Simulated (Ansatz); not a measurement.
# CHGeP (singlet): PBE-QIDH, RPA-PBE over vertical spin and charge gaps and displaced geometries, cc-pVDZ

Aim: run CHGeP (singlet) with these functionals over vertical spin and charge gaps and displaced geometries, and hold them against the top wave-function level at the same points.

Method: cc-pVDZ, all electrons in the functionals, frozen cores in the correlation of double hybrids and RPA; program: Ansatz 0.2.0, Gaussian basis.

The runs, in order: PBE-QIDH, RPA-PBE, at charge 0, singlet; charge 0, triplet; charge 1, doublet; displaced geometry v1; displaced geometry v2 (not every functional at every point).

12 further runs of the same task are left out: 4 that didn't finish, 8 set aside as unsound or not needed.

**1. What is computed**

The geometry is a PBE0/def2-TZVP stationary point (not a proven minimum). No spin-orbit coupling is included. The filled d shell of Ge may be among the frozen orbitals whatever the setting's name suggests; the logs give the count.

4 atoms, charge 0, spin multiplicity 1.

Atoms are counted from 1 here; the program's logs count them from 0.

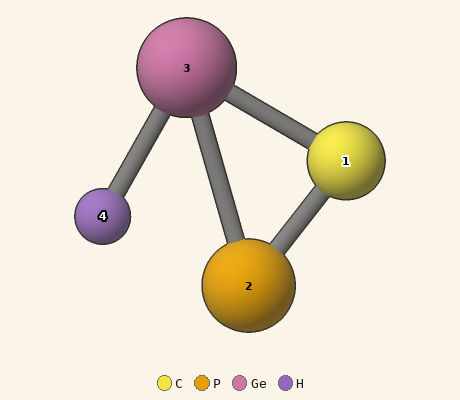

The structure; carbon yellow, phosphorus amber, germanium pink, hydrogen purple; atoms are numbered from 1 in the order of the file.

Coordinates:

```xyz
4

C     0.0000   -1.1674    0.7073
P     0.0000    0.2556    1.5848
Ge    0.0000    0.0640   -0.7978
H     0.0000    1.4420    0.3672
```

No dispersion term is added.

The geometry shown and the zero of energy belong to the point charge 0, singlet. The yardstick, RCCSD(T), and other wave-function levels (R restricted, U unrestricted, valence and pair active spaces) come from earlier runs.

**2. PBE-QIDH, charge 0, singlet**

The input, in.yaml:

```yaml
crystal:
  periodic: [false, false, false]
  atoms:
    - {symbol: C, position_ang: [0.000000, -1.167376, 0.707321]}
    - {symbol: P, position_ang: [0.000000, 0.255606, 1.584763]}
    - {symbol: Ge, position_ang: [0.000000, 0.064021, -0.797792]}
    - {symbol: H, position_ang: [0.000000, 1.441976, 0.367195]}
basis:
  gaussian: {orbitals: cc-pVDZ}
hamiltonian: {xc: {name: PBE-QIDH}}
correlation: {electrons: outside_noble_gas}
```

On the command line:

```console
ansatz run in.yaml --threads 1 --pin off --events-out ev --progress --plain --max-ram 2393MiB
```

Log:

```text
Functional definition: PBE-QIDH
  name "PBE-QIDH"
  cite "Brémond, Sancho-García, Pérez-Jiménez & Adamo, J. Chem. Phys. 141, 031101 (2014) doi:10.1063/1.4890314"
  cite "Perdew, Burke & Ernzerhof, Phys. Rev. Lett. 77, 3865 (1996) doi:10.1103/PhysRevLett.77.3865"
  parameter a = 3^(-1/3)
  parameter c = 1/3
  exchange = (1 - a)*pbe_x + a*exact_x
  correlation = (1 - c)*pbe_c + c*(mp2_os + mp2_ss)
699 factors; integrals over basis functions are off by at most 1.4e-3 eV
mean field evaluation 1: about -66824.0688 eV, gradient 3.1e1 eV
mean field evaluation 2: about -66824.0743 eV, gradient 3.1e1 eV
mean field evaluation 4: about -66826.8281 eV, gradient 3.0e0 eV
mean field evaluation 8: about -66826.8804 eV, gradient 1.8e-1 eV
mean field evaluation 16: about -66826.8809 eV, gradient 3.5e-5 eV
mean field -66826.88085789 eV, -2455.8425746407 hartree, gradient 1.3e-6 eV, S^2 0.000000; 0 other end points of the search recorded, 0 dependent functions left out
20 core orbitals not correlated: weight in the atoms' cores, before any rotation towards them, 0.999 or more for the frozen orbitals, at most 0.001 for the correlated occupied ones
reference -66826.88086588 eV, -2455.8425749345 hartree; 7, 7 occupied and 37, 37 virtual orbitals, 699 factors
second order -10.48569615 eV of doubles, -0.00000000 eV of singles
Total energy: -66830.37609793 eV, -2455.9710223431 hartree
```

It took 2.4 s on 1 thread of Arm Neoverse V2, shared host.

**3. PBE-QIDH, charge 1, doublet**

Changes to in.yaml since step 2:

```diff
@@ -9,2 +9,4 @@
   gaussian: {orbitals: cc-pVDZ}
+total_charge: 1
+magnetization: {spin_polarized: true, initial_magnetization: 1}
 hamiltonian: {xc: {name: PBE-QIDH}}
```

Launched as before.

Log:

```text
Functional definition: PBE-QIDH
  name "PBE-QIDH"
  cite "Brémond, Sancho-García, Pérez-Jiménez & Adamo, J. Chem. Phys. 141, 031101 (2014) doi:10.1063/1.4890314"
  cite "Perdew, Burke & Ernzerhof, Phys. Rev. Lett. 77, 3865 (1996) doi:10.1103/PhysRevLett.77.3865"
  parameter a = 3^(-1/3)
  parameter c = 1/3
  exchange = (1 - a)*pbe_x + a*exact_x
  correlation = (1 - c)*pbe_c + c*(mp2_os + mp2_ss)
699 factors; integrals over basis functions are off by at most 1.4e-3 eV
mean field evaluation 1: about -66808.6864 eV, gradient 3.6e1 eV
mean field evaluation 2: about -66808.6923 eV, gradient 3.6e1 eV
mean field evaluation 4: about -66816.6560 eV, gradient 6.6e0 eV
mean field evaluation 8: about -66817.8828 eV, gradient 1.6e0 eV
mean field evaluation 16: about -66818.3492 eV, gradient 1.3e-1 eV
mean field evaluation 32: about -66818.3506 eV, gradient 3.5e-5 eV
mean field -66818.35061511 eV, -2455.5290940004 hartree, gradient 2.3e-6 eV, S^2 0.827819; 4 other end points of the search recorded, 0 dependent functions left out
20 core orbitals not correlated: weight in the atoms' cores, before any rotation towards them, 0.998 or more for the frozen orbitals, at most 0.001 for the correlated occupied ones
reference -66818.35062332 eV, -2455.5290943022 hartree; 7, 6 occupied and 37, 38 virtual orbitals, 699 factors
second order -9.13511556 eV of doubles, -0.00000000 eV of singles
Total energy: -66821.39566184 eV, -2455.6409974038 hartree
```

It took 7 s on 1 thread of Arm Neoverse V2, shared host.

From the report: ⟨S²⟩ of the determinant 0.828 (pure doublet: 0.75).

From charge 0, singlet: +866.5 kJ/mol.

**4. PBE-QIDH, displaced geometry v1**

The input, in.yaml:

```yaml
crystal:
  periodic: [false, false, false]
  atoms:
    - {symbol: C, position_ang: [-0.028651, -1.189804, 0.743976]}
    - {symbol: P, position_ang: [-0.029485, 0.217035, 1.610265]}
    - {symbol: Ge, position_ang: [0.018479, 0.084760, -0.814903]}
    - {symbol: H, position_ang: [-0.084298, 1.399901, 0.379886]}
basis:
  gaussian: {orbitals: cc-pVDZ}
hamiltonian: {xc: {name: PBE-QIDH}}
correlation: {electrons: outside_noble_gas}
```

The command is unchanged.

Log:

```text
Functional definition: PBE-QIDH
  name "PBE-QIDH"
  cite "Brémond, Sancho-García, Pérez-Jiménez & Adamo, J. Chem. Phys. 141, 031101 (2014) doi:10.1063/1.4890314"
  cite "Perdew, Burke & Ernzerhof, Phys. Rev. Lett. 77, 3865 (1996) doi:10.1103/PhysRevLett.77.3865"
  parameter a = 3^(-1/3)
  parameter c = 1/3
  exchange = (1 - a)*pbe_x + a*exact_x
  correlation = (1 - c)*pbe_c + c*(mp2_os + mp2_ss)
700 factors; integrals over basis functions are off by at most 1.0e-3 eV
mean field evaluation 1: about -66823.8990 eV, gradient 3.1e1 eV
mean field evaluation 2: about -66823.9042 eV, gradient 3.1e1 eV
mean field evaluation 4: about -66826.7861 eV, gradient 2.8e0 eV
mean field evaluation 8: about -66826.8357 eV, gradient 1.9e-1 eV
mean field evaluation 16: about -66826.8362 eV, gradient 7.3e-5 eV
mean field -66826.83615872 eV, -2455.8409319765 hartree, gradient 5.6e-6 eV, S^2 0.000000; 0 other end points of the search recorded, 0 dependent functions left out
20 core orbitals not correlated: weight in the atoms' cores, before any rotation towards them, 0.999 or more for the frozen orbitals, at most 0.001 for the correlated occupied ones
reference -66826.83616674 eV, -2455.8409322713 hartree; 7, 7 occupied and 37, 37 virtual orbitals, 700 factors
second order -10.47201117 eV of doubles, -0.00000000 eV of singles
Total energy: -66830.32683713 eV, -2455.9692120420 hartree
```

Wall time 2.4 s (1 thread of Arm Neoverse V2, shared host).

From charge 0, singlet: +4.8 kJ/mol.

**5. RPA-PBE, charge 0, singlet**

The input, in.yaml:

```yaml
crystal:
  periodic: [false, false, false]
  atoms:
    - {symbol: C, position_ang: [0.000000, -1.167376, 0.707321]}
    - {symbol: P, position_ang: [0.000000, 0.255606, 1.584763]}
    - {symbol: Ge, position_ang: [0.000000, 0.064021, -0.797792]}
    - {symbol: H, position_ang: [0.000000, 1.441976, 0.367195]}
basis:
  gaussian: {orbitals: cc-pVDZ}
hamiltonian: {xc: {name: PBE}}
correlation: {method: rpa, electrons: outside_noble_gas}
```

Same command.

Log:

```text
Functional definition: PBE
  name "PBE"
  cite "Perdew, Burke & Ernzerhof, Phys. Rev. Lett. 77, 3865 (1996) doi:10.1103/PhysRevLett.77.3865"
  parent pbe
  parameter kappa = 0.804
  parameter beta = 0.06672455060314922
  exchange = pbe_x(kappa = kappa, mu = beta*pi^2/3)
  correlation = pbe_c(beta = beta)
699 factors; integrals over basis functions are off by at most 1.4e-3 eV
mean field evaluation 1: about -66830.9297 eV, gradient 6.5e1 eV
mean field evaluation 2: about -66830.9254 eV, gradient 6.5e1 eV
mean field evaluation 4: about -66837.4591 eV, gradient 3.7e1 eV
mean field evaluation 8: about -66842.1180 eV, gradient 6.5e-1 eV
mean field evaluation 16: about -66842.1198 eV, gradient 2.7e-5 eV
mean field evaluation 32: about -66816.5849 eV, gradient 2.6e1 eV
mean field -66842.11977453 eV, -2456.4025944979 hartree, gradient 5.4e-6 eV, S^2 0.000000; 0 other end points of the search recorded, 0 dependent functions left out
20 core orbitals not correlated: weight in the atoms' cores, before any rotation towards them, 0.997 or more for the frozen orbitals, at most 0.002 for the correlated occupied ones
reference -66786.43802881 eV, -2454.3563280853 hartree; 7, 7 occupied and 37, 37 virtual orbitals, 699 factors
Total energy: -66801.16321347 eV, -2454.8974686405 hartree
```

Run time: 2.3 s. Hardware: 1 thread of Arm Neoverse V2, shared host.

**6. RPA-PBE, charge 0, triplet**

Changes to in.yaml since step 5:

```diff
@@ -9,2 +9,3 @@
   gaussian: {orbitals: cc-pVDZ}
+magnetization: {spin_polarized: true, initial_magnetization: 2}
 hamiltonian: {xc: {name: PBE}}
```

The command is unchanged.

Log:

```text
Functional definition: PBE
  name "PBE"
  cite "Perdew, Burke & Ernzerhof, Phys. Rev. Lett. 77, 3865 (1996) doi:10.1103/PhysRevLett.77.3865"
  parent pbe
  parameter kappa = 0.804
  parameter beta = 0.06672455060314922
  exchange = pbe_x(kappa = kappa, mu = beta*pi^2/3)
  correlation = pbe_c(beta = beta)
699 factors; integrals over basis functions are off by at most 1.4e-3 eV
mean field evaluation 1: about -66821.6516 eV, gradient 5.3e1 eV
mean field evaluation 2: about -66821.6477 eV, gradient 5.3e1 eV
mean field evaluation 4: about -66835.6820 eV, gradient 2.4e1 eV
mean field evaluation 8: about -66839.8255 eV, gradient 1.6e0 eV
mean field evaluation 16: about -66839.8517 eV, gradient 5.8e-3 eV
mean field evaluation 32: about -66838.7543 eV, gradient 2.9e0 eV
mean field evaluation 64: about -66839.8414 eV, gradient 6.9e-1 eV
mean field evaluation 96: about -66839.2188 eV, gradient 2.9e0 eV
mean field evaluation 128: about -66820.6377 eV, gradient 2.0e1 eV
mean field -66839.85167136 eV, -2456.3192432439 hartree, gradient 7.1e-6 eV, S^2 2.007604; 8 other end points of the search recorded, 0 dependent functions left out
20 core orbitals not correlated: weight in the atoms' cores, before any rotation towards them, 0.997 or more for the frozen orbitals, at most 0.003 for the correlated occupied ones
reference -66784.32784067 eV, -2454.2787801014 hartree; 8, 6 occupied and 36, 38 virtual orbitals, 699 factors
Total energy: -66798.76761168 eV, -2454.8094318983 hartree
```

Run time: 13 s. Hardware: 1 thread of Arm Neoverse V2, shared host.

From the report: ⟨S²⟩ of the determinant 2.008 (pure triplet: 2.00).

From charge 0, singlet: +231.1 kJ/mol.

**7. RPA-PBE, charge 1, doublet**

Changes to in.yaml since step 6:

```diff
@@ -9,3 +9,4 @@
   gaussian: {orbitals: cc-pVDZ}
-magnetization: {spin_polarized: true, initial_magnetization: 2}
+total_charge: 1
+magnetization: {spin_polarized: true, initial_magnetization: 1}
 hamiltonian: {xc: {name: PBE}}
```

The command is unchanged.

Log:

```text
Functional definition: PBE
  name "PBE"
  cite "Perdew, Burke & Ernzerhof, Phys. Rev. Lett. 77, 3865 (1996) doi:10.1103/PhysRevLett.77.3865"
  parent pbe
  parameter kappa = 0.804
  parameter beta = 0.06672455060314922
  exchange = pbe_x(kappa = kappa, mu = beta*pi^2/3)
  correlation = pbe_c(beta = beta)
699 factors; integrals over basis functions are off by at most 1.4e-3 eV
mean field evaluation 1: about -66807.2401 eV, gradient 6.6e1 eV
mean field evaluation 2: about -66807.2344 eV, gradient 6.6e1 eV
mean field evaluation 4: about -66823.4745 eV, gradient 3.2e1 eV
mean field evaluation 8: about -66833.1922 eV, gradient 2.1e0 eV
mean field evaluation 16: about -66833.2287 eV, gradient 3.0e-3 eV
mean field evaluation 32: about -66833.0438 eV, gradient 1.9e0 eV
mean field evaluation 64: about -66809.8984 eV, gradient 1.5e1 eV
mean field evaluation 96: about -66811.5982 eV, gradient 8.5e0 eV
mean field -66833.22874188 eV, -2456.0758550746 hartree, gradient 4.6e-6 eV, S^2 0.762210; 4 other end points of the search recorded, 0 dependent functions left out
20 core orbitals not correlated: weight in the atoms' cores, before any rotation towards them, 0.997 or more for the frozen orbitals, at most 0.002 for the correlated occupied ones
reference -66778.56909592 eV, -2454.0671501351 hartree; 7, 6 occupied and 37, 38 virtual orbitals, 699 factors
Total energy: -66792.26462479 eV, -2454.5704515379 hartree
```

Wall time 8 s (1 thread of Arm Neoverse V2, shared host).

From the report: ⟨S²⟩ of the determinant 0.762 (pure doublet: 0.75).

From charge 0, singlet: +858.6 kJ/mol.

**8. RPA-PBE, displaced geometry v1**

The input, in.yaml:

```yaml
crystal:
  periodic: [false, false, false]
  atoms:
    - {symbol: C, position_ang: [-0.028651, -1.189804, 0.743976]}
    - {symbol: P, position_ang: [-0.029485, 0.217035, 1.610265]}
    - {symbol: Ge, position_ang: [0.018479, 0.084760, -0.814903]}
    - {symbol: H, position_ang: [-0.084298, 1.399901, 0.379886]}
basis:
  gaussian: {orbitals: cc-pVDZ}
hamiltonian: {xc: {name: PBE}}
correlation: {method: rpa, electrons: outside_noble_gas}
```

Same command.

Log:

```text
Functional definition: PBE
  name "PBE"
  cite "Perdew, Burke & Ernzerhof, Phys. Rev. Lett. 77, 3865 (1996) doi:10.1103/PhysRevLett.77.3865"
  parent pbe
  parameter kappa = 0.804
  parameter beta = 0.06672455060314922
  exchange = pbe_x(kappa = kappa, mu = beta*pi^2/3)
  correlation = pbe_c(beta = beta)
700 factors; integrals over basis functions are off by at most 1.0e-3 eV
mean field evaluation 1: about -66830.6834 eV, gradient 6.5e1 eV
mean field evaluation 2: about -66830.6793 eV, gradient 6.5e1 eV
mean field evaluation 4: about -66837.3275 eV, gradient 3.7e1 eV
mean field evaluation 8: about -66842.0805 eV, gradient 7.0e-1 eV
mean field evaluation 16: about -66842.0830 eV, gradient 8.3e-5 eV
mean field evaluation 32: about -66823.2043 eV, gradient 2.2e1 eV
mean field -66842.08296088 eV, -2456.4012416213 hartree, gradient 5.3e-6 eV, S^2 0.000000; 0 other end points of the search recorded, 0 dependent functions left out
20 core orbitals not correlated: weight in the atoms' cores, before any rotation towards them, 0.998 or more for the frozen orbitals, at most 0.001 for the correlated occupied ones
reference -66786.41463710 eV, -2454.3554684558 hartree; 7, 7 occupied and 37, 37 virtual orbitals, 700 factors
Total energy: -66801.14847115 eV, -2454.8969268700 hartree
```

Run time: 2.2 s. Hardware: 1 thread of Arm Neoverse V2, shared host.

From charge 0, singlet: +1.4 kJ/mol.

**9. RPA-PBE, displaced geometry v2**

The input, in.yaml:

```yaml
crystal:
  periodic: [false, false, false]
  atoms:
    - {symbol: C, position_ang: [0.098795, -1.153936, 0.701929]}
    - {symbol: P, position_ang: [-0.066079, 0.277420, 1.590965]}
    - {symbol: Ge, position_ang: [0.010541, 0.053411, -0.799770]}
    - {symbol: H, position_ang: [0.093650, 1.376097, 0.383431]}
basis:
  gaussian: {orbitals: cc-pVDZ}
hamiltonian: {xc: {name: PBE}}
correlation: {method: rpa, electrons: outside_noble_gas}
```

Same command.

Log:

```text
Functional definition: PBE
  name "PBE"
  cite "Perdew, Burke & Ernzerhof, Phys. Rev. Lett. 77, 3865 (1996) doi:10.1103/PhysRevLett.77.3865"
  parent pbe
  parameter kappa = 0.804
  parameter beta = 0.06672455060314922
  exchange = pbe_x(kappa = kappa, mu = beta*pi^2/3)
  correlation = pbe_c(beta = beta)
699 factors; integrals over basis functions are off by at most 1.3e-3 eV
mean field evaluation 1: about -66830.7004 eV, gradient 6.5e1 eV
mean field evaluation 2: about -66830.6973 eV, gradient 6.5e1 eV
mean field evaluation 4: about -66837.2970 eV, gradient 3.8e1 eV
mean field evaluation 8: about -66842.0403 eV, gradient 6.9e-1 eV
mean field evaluation 16: about -66842.0425 eV, gradient 9.1e-5 eV
mean field evaluation 32: about -66804.0955 eV, gradient 3.0e1 eV
mean field -66842.04254912 eV, -2456.3997565165 hartree, gradient 5.0e-6 eV, S^2 0.000000; 0 other end points of the search recorded, 0 dependent functions left out
20 core orbitals not correlated: weight in the atoms' cores, before any rotation towards them, 0.997 or more for the frozen orbitals, at most 0.002 for the correlated occupied ones
reference -66786.39416198 eV, -2454.3547160087 hartree; 7, 7 occupied and 37, 37 virtual orbitals, 699 factors
Total energy: -66801.10070196 eV, -2454.8951713846 hartree
```

Wall time 2.3 s (1 thread of Arm Neoverse V2, shared host).

From charge 0, singlet: +6.0 kJ/mol.

**10. The comparison**

No level is safe as a reference over these points; RCCSD(T) serves as a yardstick only. It comes from earlier runs at the same points. Energies in kJ/mol, counted from charge 0, singlet; blanks weren't run or aren't comparable.

```tsv
level	singlet to triplet	ionisation to the doublet cation	displacement v1	displacement v2
RCCSD(T)	236.9	841.4	2.2	6.1
PBE-QIDH		866.5	4.8	
RPA-PBE	231.1	858.6	1.4	6.0
```

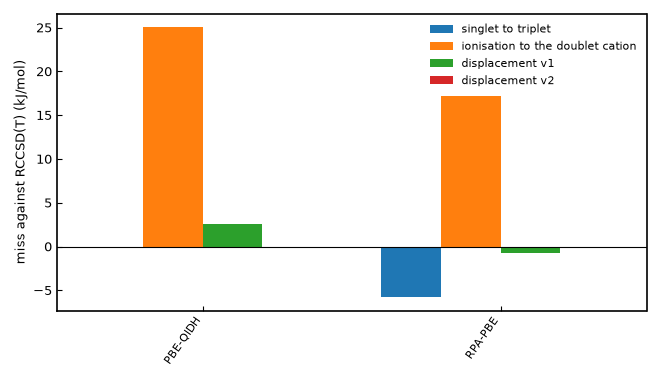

Misses of the gaps against RCCSD(T).

Largest miss and mean time a point (RCCSD(T) took 14 s a point; shared hosts):

```tsv
level	largest miss (kJ/mol)	where	time a point
PBE-QIDH	+25.1	ionisation to the doublet cation	3.9 s
RPA-PBE	+17.2	ionisation to the doublet cation	5.6 s
```

**11. What came out**

| quantity | value |
| --- | --- |
| singlet to triplet, RCCSD(T) | 236.9 kJ/mol |
| ionisation to the doublet cation, RCCSD(T) | 841.4 kJ/mol |
| displacement v1, RCCSD(T) | 2.2 kJ/mol |
| displacement v2, RCCSD(T) | 6.1 kJ/mol |
| largest miss, PBE-QIDH | +25.1 kJ/mol (ionisation to the doublet cation) |
| largest miss, RPA-PBE | +17.2 kJ/mol (ionisation to the doublet cation) |

**Reading.** Misses are known at 4 of 4 points at best, and only functionals with that many are ranked. RPA-PBE strays by up to 17.2 kJ/mol, at ionisation to the doublet cation. Functionals and the yardstick converge differently with the basis, so part of each miss in cc-pVDZ is the basis. The yardstick itself may be off where one determinant is a poor start.
